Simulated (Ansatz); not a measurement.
Geometry relaxation of Ge2H5Cl

System: Ge2H5Cl.
Method: RKS BHLYP-D4/def2-SVP (Ansatz 0.2.0).

The input holds or restrains some coordinates. It belongs to a series of runs on one base structure; here: pulled along the bonds that form and break, towards end A. Figures and captions count atoms from 1; the log counts them from 0 in places.

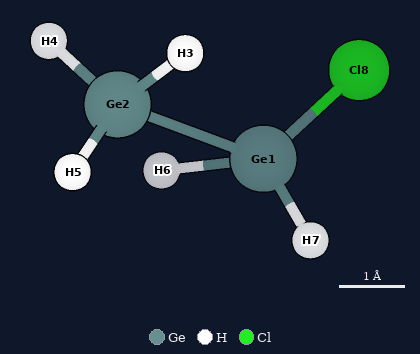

Figure 1. The structure as given in the input (ball-and-stick view, seen at a tilt; atoms are numbered from 1 in the order of the input). Sticks mark near contacts. Bond lengths as drawn: Cl–Ge 2.22 Å, Ge–Ge 2.60 Å and Ge–H 1.55 to 1.75 Å.

## Input file
```yaml
crystal:
  periodic: [false, false, false]
  atoms:
    - { symbol: Ge, position_ang: [0.0, 0.0, 0.0] }
    - { symbol: Ge, position_ang: [1.4273, 0.0, 2.1732] }
    - { symbol: H, position_ang: [0.0314, -0.4318, 2.6906] }
    - { symbol: H, position_ang: [2.4991, -0.9929, 2.6906] }
    - { symbol: H, position_ang: [1.7512, 1.4247, 2.6906] }
    - { symbol: H, position_ang: [1.7485, 0.0, 0.0731] }
    - { symbol: H, position_ang: [-0.73, 1.2648, -0.5162] }
    - { symbol: Cl, position_ang: [-1.0456, -1.8115, -0.7393] }
basis:
  gaussian: { orbitals: def2-SVP }
hamiltonian:
  xc: { name: BHLYP }
  dispersion: d4
relax:
  f_tol: 0.15
  max_steps: 25
  restrain:
    - { distance: [1, 5], at: 2.75, k: 30.0 }
    - { distance: [0, 1], at: 2.4, k: 30.0 }
    - { distance: [0, 5], at: 1.55, k: 30.0 }
output:
  orbitals: {}
```

Hardware: 2 threads of Arm Neoverse V2, 24 GiB of memory available, shared host.

Command:
```bash
ansatz run input.yaml --threads 2 --pin off --max-ram 3072MiB --backend cpu --events-out ev --progress --plain --runs-dir out
```

## The program's output
```
The last accepted step is kept in [file] (removed where the run ends without a failure and the disk answers)
Engine: ansatz 0.2.0, aarch64-unknown-linux-gnu
Functional definition: BHLYP
  parameter a = 0.5
  exchange = (1 - a)*b88_x + a*exact_x
  correlation = lyp_c
1126 factors; integrals over basis functions are off by at most 3.4e-4 eV
mean field evaluation 1: about -125618.0885 eV, gradient 1.7e1 eV
mean field evaluation 2: about -125618.3166 eV, gradient 1.4e1 eV
mean field evaluation 4: about -125618.6433 eV, gradient 6.3e-1 eV
mean field evaluation 8: about -125618.6590 eV, gradient 4.5e-2 eV
mean field evaluation 16: about -125618.6590 eV, gradient 2.7e-5 eV
mean field -125618.65899853 eV, -4616.4005708106 hartree, gradient 2.7e-5 eV, S^2 0.000000; 0 other end points of the search recorded, 0 dependent functions left out
the calculation of the forces begins
reference -125618.65917648 eV, -4616.4005773504 hartree; 43, 43 occupied and 64, 64 virtual orbitals, 1126 factors
relax step   1: F+E_penalty+E_count = -125618.90615949 eV  Δ(F+E_penalty+E_count) = +0.000e0 eV  max|allowed force component| = 3.031e0 eV/Å  E_restraint = 7.06850516 eV  max|allowed force component, restraints' pulls added| = 2.167e1 eV/Å  Δτ_max = 0.0000 Å  (29 SCF iters, accepted)
  distance Ge 1 - H 5 = 2.1245 Å
  distance Ge 0 - Ge 1 = 2.6000 Å
  distance Ge 0 - H 5 = 1.7500 Å
these checks for a lower state are left out or cut short: starts, cluster_reference, orbital_swaps, neighbouring_geometries, increment
1126 factors; integrals over basis functions are off by at most 4.7e-4 eV
mean field -125619.84264596 eV, -4616.4440690514 hartree, gradient 2.3e-5 eV, S^2 0.000000; 0 other end points of the search recorded, 0 dependent functions left out
the calculation of the forces begins
reference -125619.84282587 eV, -4616.4440756631 hartree; 43, 43 occupied and 64, 64 virtual orbitals, 1126 factors
relax step   2: F+E_penalty+E_count = -125620.08635896 eV  Δ(F+E_penalty+E_count) = -1.180e0 eV  max|allowed force component| = 2.296e0 eV/Å  E_restraint = 2.05331476 eV  max|allowed force component, restraints' pulls added| = 1.157e1 eV/Å  Δτ_max = 0.1949 Å  (30 SCF iters, accepted)
  distance Ge 1 - H 5 = 2.4266 Å
  distance Ge 0 - Ge 1 = 2.5517 Å
  distance Ge 0 - H 5 = 1.6464 Å
these checks for a lower state are left out or cut short: starts, cluster_reference, orbital_swaps, neighbouring_geometries, increment
1126 factors; integrals over basis functions are off by at most 5.1e-4 eV
mean field -125620.89533504 eV, -4616.4827546618 hartree, gradient 1.3e-5 eV, S^2 0.000000; 0 other end points of the search recorded, 0 dependent functions left out
the calculation of the forces begins
reference -125620.89551682 eV, -4616.4827613418 hartree; 43, 43 occupied and 64, 64 virtual orbitals, 1126 factors
relax step   3: F+E_penalty+E_count = -125621.14090884 eV  Δ(F+E_penalty+E_count) = -1.055e0 eV  max|allowed force component| = 1.913e0 eV/Å  E_restraint = 0.20614682 eV  max|allowed force component, restraints' pulls added| = 3.904e0 eV/Å  Δτ_max = 0.1948 Å  (29 SCF iters, accepted)
  distance Ge 1 - H 5 = 2.6664 Å
  distance Ge 0 - Ge 1 = 2.4784 Å
  distance Ge 0 - H 5 = 1.5745 Å
these checks for a lower state are left out or cut short: starts, cluster_reference, orbital_swaps, neighbouring_geometries, increment
1126 factors; integrals over basis functions are off by at most 5.1e-4 eV
mean field evaluation 32: about -125621.5908 eV, gradient 7.5e0 eV
mean field -125621.69295233 eV, -4616.5120665565 hartree, gradient 2.6e-5 eV, S^2 0.000000; 0 other end points of the search recorded, 0 dependent functions left out
the calculation of the forces begins
reference -125621.69313509 eV, -4616.5120732728 hartree; 43, 43 occupied and 64, 64 virtual orbitals, 1126 factors
relax step   4: F+E_penalty+E_count = -125621.94360259 eV  Δ(F+E_penalty+E_count) = -8.027e-1 eV  max|allowed force component| = 1.232e0 eV/Å  E_restraint = 0.00626564 eV  max|allowed force component, restraints' pulls added| = 8.412e-1 eV/Å  Δτ_max = 0.1948 Å  (28 SCF iters, accepted)
  distance Ge 1 - H 5 = 2.7659 Å
  distance Ge 0 - Ge 1 = 2.4117 Å
  distance Ge 0 - H 5 = 1.5446 Å
these checks for a lower state are left out or cut short: starts, cluster_reference, orbital_swaps, neighbouring_geometries, increment
1126 factors; integrals over basis functions are off by at most 5.0e-4 eV
mean field -125621.99891320 eV, -4616.5233104111 hartree, gradient 2.2e-5 eV, S^2 0.000000; 0 other end points of the search recorded, 0 dependent functions left out
the calculation of the forces begins
reference -125621.99909698 eV, -4616.5233171648 hartree; 43, 43 occupied and 64, 64 virtual orbitals, 1126 factors
relax step   5: F+E_penalty+E_count = -125622.25379272 eV  Δ(F+E_penalty+E_count) = -3.102e-1 eV  max|allowed force component| = 1.113e0 eV/Å  E_restraint = 0.03509160 eV  max|allowed force component, restraints' pulls added| = 2.967e-1 eV/Å  Δτ_max = 0.1957 Å  (28 SCF iters, accepted)
  distance Ge 1 - H 5 = 2.7936 Å
  distance Ge 0 - Ge 1 = 2.3891 Å
  distance Ge 0 - H 5 = 1.5321 Å
these checks for a lower state are left out or cut short: starts, cluster_reference, orbital_swaps, neighbouring_geometries, increment
1126 factors; integrals over basis functions are off by at most 5.0e-4 eV
mean field -125622.05507720 eV, -4616.5253744000 hartree, gradient 1.8e-5 eV, S^2 0.000000; 0 other end points of the search recorded, 0 dependent functions left out
the calculation of the forces begins
reference -125622.05526101 eV, -4616.5253811549 hartree; 43, 43 occupied and 64, 64 virtual orbitals, 1126 factors
relax step   6: F+E_penalty+E_count = -125622.31050061 eV  Δ(F+E_penalty+E_count) = -5.671e-2 eV  max|allowed force component| = 8.933e-1 eV/Å  E_restraint = 0.02619453 eV  max|allowed force component, restraints' pulls added| = 9.200e-2 eV/Å  Δτ_max = 0.1531 Å  (28 SCF iters, accepted)
  distance Ge 1 - H 5 = 2.7868 Å
  distance Ge 0 - Ge 1 = 2.3877 Å
  distance Ge 0 - H 5 = 1.5344 Å
1126 factors; integrals over basis functions are off by at most 5.0e-4 eV
mean field evaluation 64: about -125622.0551 eV, gradient 1.3e-3 eV
```

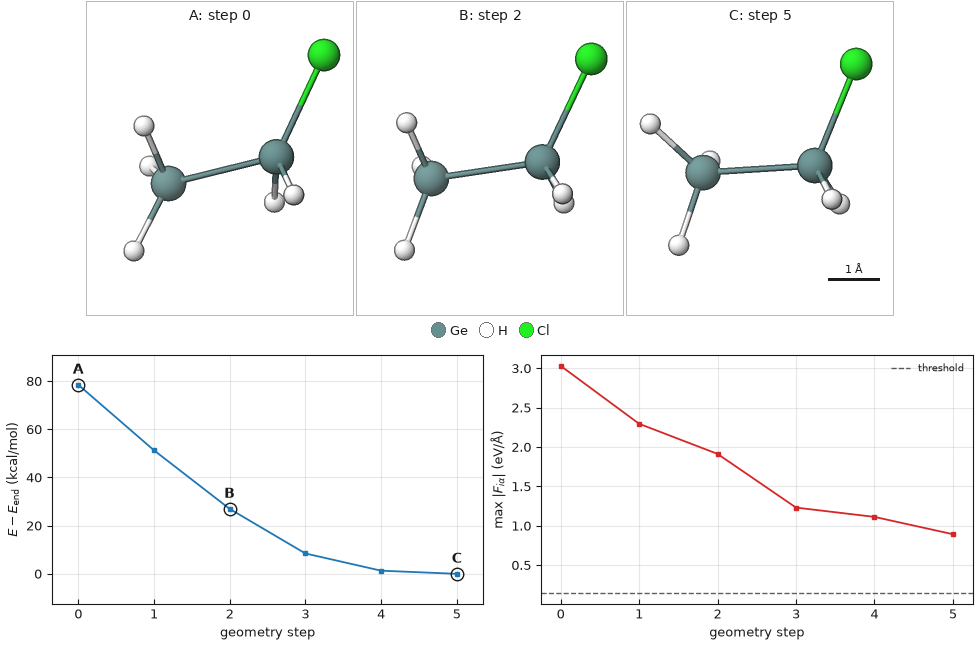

Figure 2. Frames of the restrained relaxation (ball-and-stick view, seen at a tilt) above the curves, on which the letters mark them (the first geometry is step 0 here and step 1 in the log).

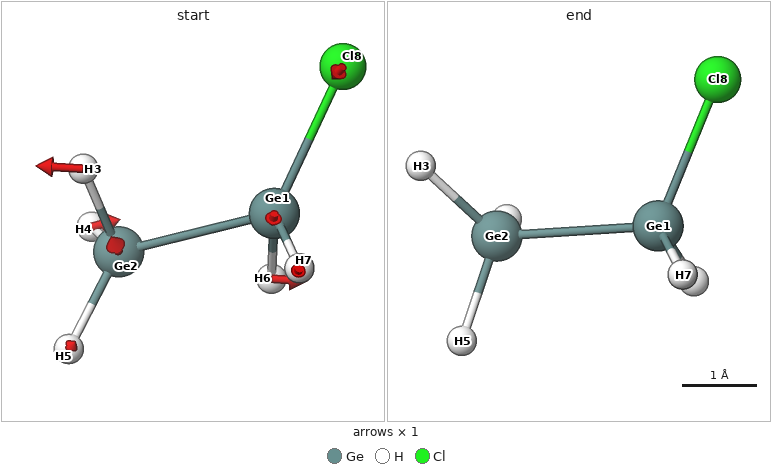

Figure 3. Before (left) and after (right) the restrained relaxation, at one scale (ball-and-stick view, seen at a tilt). The red arrows give the displacements, at true length. After 5 geometry steps the energy has fallen by 78.5 kcal/mol. Largest force component: 3 eV/Å at the start, 0.89 eV/Å at the end. H3 moves most after the best rigid fit: 0.67 Å. Largest moves by element: H 0.67 Å, Ge 0.37 Å, Cl 0.31 Å. Among the contacts that change: Ge1–H6 1.750 → 1.534 Å, Ge1–Ge2 2.600 → 2.388 Å, Ge1–Cl8 2.218 → 2.164 Å, Ge1–H7 1.549 → 1.522 Å. Among the angles that change: Ge1–Ge2–H3 77.6° → 117.0°, Ge2–Ge1–H6 54.3° → 87.7°, Ge1–Ge2–H4 131.2° → 106.3°. (Atoms are counted from 1 in the order of the input.)

```
mean field -125622.05507720 eV, -4616.5253744000 hartree, gradient 1.8e-5 eV, S^2 0.000000; 1 other end points of the search recorded, 0 dependent functions left out
the calculation of the forces begins
reference -125622.05526101 eV, -4616.5253811549 hartree; 43, 43 occupied and 64, 64 virtual orbitals, 1126 factors
Total energy: -125622.31068442 eV, -4616.5347677919 hartree
Atom 0 at     0.271676     0.043875     0.029560 Å, force     0.522367    -0.037603     0.189140 eV/Å
Atom 1 at     1.067103    -0.027454     2.279761 Å, force    -0.456424     0.024117     0.720500 eV/Å
Atom 2 at     0.064016    -0.430945     3.357195 Å, force    -0.034451    -0.017241     0.091996 eV/Å
Atom 3 at     2.238661    -1.006266     2.289912 Å, force     0.029690    -0.047937    -0.055969 eV/Å
Atom 4 at     1.588938     1.376227     2.602416 Å, force     0.062002     0.038480    -0.020754 eV/Å
Atom 5 at     1.736305    -0.002789    -0.425335 Å, force    -0.156171     0.048314    -0.893278 eV/Å
Atom 6 at    -0.512960     1.245965    -0.474868 Å, force     0.003430     0.001810    -0.021216 eV/Å
Atom 7 at    -0.771838    -1.745313    -0.596040 Å, force     0.029557    -0.009939    -0.010418 eV/Å
Dipole moment:     0.117731     0.316337     0.111651 e Å
```

## Trajectory as extended XYZ (Å, eV, eV/Å), 6 frames, from step=1 to step=6
```
8
Properties=species:S:1:pos:R:3:forces:R:3 step=1 energy=-125618.90616
Ge    0.0000    0.0000    0.0000    2.5516   0.1363   0.6593
Ge    1.4273    0.0000    2.1732   -3.0315  -0.0599   1.6348
H     0.0314   -0.4318    2.6906    0.7116  -0.1317   1.6433
H     2.4991   -0.9929    2.6906   -0.1590   0.1336  -0.9513
H     1.7512    1.4247    2.6906   -0.0526  -0.2815  -0.4839
H     1.7485    0.0000    0.0731   -1.4477  -0.0751  -2.8735
H    -0.7300    1.2648   -0.5162    0.6504  -0.4387  -0.0210
Cl   -1.0456   -1.8115   -0.7393    0.7771   0.7170   0.3923
8
Properties=species:S:1:pos:R:3:forces:R:3 step=2 energy=-125620.08636
Ge    0.0879    0.0032    0.0571    2.0036   0.2194  -0.2713
Ge    1.3467   -0.0010    2.2767   -0.9083  -0.0134   0.3402
H     0.0209   -0.4400    2.7265   -0.7315  -0.4546   2.1948
H     2.4932   -0.9894    2.6767   -0.5181   0.3053  -0.7762
H     1.7496    1.4248    2.6867   -0.1696  -0.1463  -0.1930
H     1.7247   -0.0012   -0.1203   -1.3142  -0.0710  -2.2958
H    -0.7135    1.2500   -0.5119    0.7547  -0.7920   0.3791
Cl   -1.0275   -1.7931   -0.7288    0.8834   0.9526   0.6223
8
Properties=species:S:1:pos:R:3:forces:R:3 step=3 energy=-125621.14091
Ge    0.1916    0.0126    0.0823    0.9019   0.1061  -0.7493
Ge    1.2694   -0.0039    2.3140   -0.0386  -0.0181  -0.0993
H    -0.0195   -0.4588    2.8369   -0.8423  -0.3708   1.9131
H     2.4606   -0.9725    2.6411   -0.6488   0.2928  -0.5802
H     1.7360    1.4157    2.6813   -0.2773  -0.1326  -0.0547
H     1.7151   -0.0035   -0.3149   -0.7519  -0.0379  -1.6151
H    -0.6828    1.2145   -0.4841    0.7848  -0.6750   0.5266
Cl   -0.9885   -1.7508   -0.6939    0.8722   0.8355   0.6588
8
Properties=species:S:1:pos:R:3:forces:R:3 step=4 energy=-125621.94360
Ge    0.2585    0.0226    0.0499    0.5714  -0.0367  -0.3823
Ge    1.1937   -0.0130    2.2726   -0.5122  -0.1480   0.7015
H    -0.0381   -0.4696    3.0305    0.0240   0.0183   0.8412
H     2.3912   -0.9588    2.5610   -0.4096   0.0972  -0.4480
H     1.6888    1.3934    2.6627   -0.2405  -0.0832  -0.0820
H     1.7222   -0.0051   -0.4423   -0.3936   0.0047  -1.2315
H    -0.6197    1.1996   -0.4395    0.4463  -0.1944   0.2519
Cl   -0.9148   -1.7157   -0.6324    0.5143   0.3421   0.3492
8
Properties=species:S:1:pos:R:3:forces:R:3 step=5 energy=-125622.25379
Ge    0.2856    0.0311    0.0124    0.5575   0.0114   0.2183
Ge    1.1200   -0.0266    2.2503   -0.6940  -0.1423   1.1131
H    -0.0069   -0.4496    3.2227    0.2967   0.1009   0.0505
H     2.3106   -0.9881    2.4189   -0.1801   0.0522  -0.2315
H     1.6091    1.3833    2.6225   -0.0372  -0.0386  -0.0679
H     1.7381   -0.0017   -0.4739   -0.1958   0.0180  -1.0586
H    -0.5455    1.2361   -0.4147    0.1135  -0.0212  -0.0382
Cl   -0.8291   -1.7312   -0.5756    0.1395   0.0197   0.0144
8
Properties=species:S:1:pos:R:3:forces:R:3 step=6 energy=-125622.31050
Ge    0.2717    0.0439    0.0296    0.5224  -0.0376   0.1891
Ge    1.0671   -0.0275    2.2798   -0.4564   0.0241   0.7205
H     0.0640   -0.4309    3.3572   -0.0345  -0.0172   0.0920
H     2.2387   -1.0063    2.2899    0.0297  -0.0479  -0.0560
H     1.5889    1.3762    2.6024    0.0620   0.0385  -0.0208
H     1.7363   -0.0028   -0.4253   -0.1562   0.0483  -0.8933
H    -0.5130    1.2460   -0.4749    0.0034   0.0018  -0.0212
Cl   -0.7718   -1.7453   -0.5960    0.0296  -0.0099  -0.0104
```

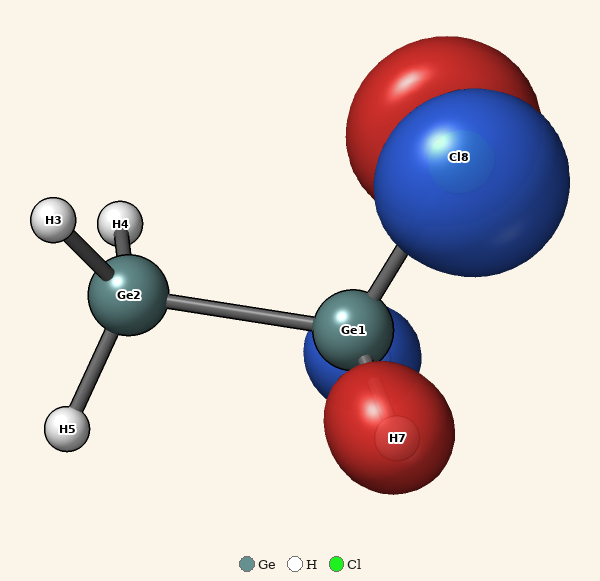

Figure 4. One frontier orbital at ±0.15 Å⁻³ᐟ² (blue and red are the two phases), seen at a tilt. The HOMO−1, at −9.96 eV.

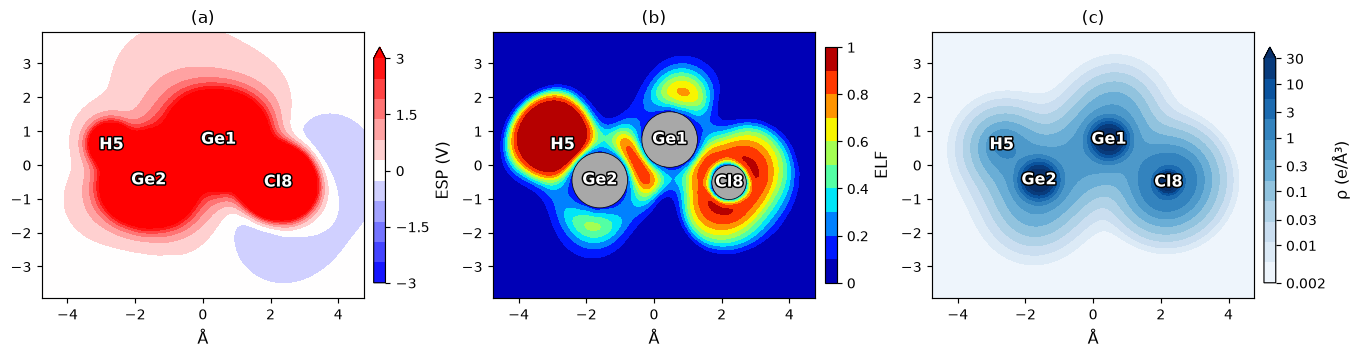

Figure 5. (a) molecular electrostatic potential; (b) ELF; (c) electron density on the plane of atoms Ge2, Ge1 and Cl8. Grey discs, where drawn, cover atomic cores.

## Key numbers

- outcome: converged under the restraints of the input
- total energy: −125622.3107 eV
- mean-field energy: −125622.0553 eV
- largest force (length of the vector) at the end, held atoms and coordinates included: 0.908 eV/Å
- wall time: 17 s (CPU time 33 s)
- peak memory: 0.27 GiB
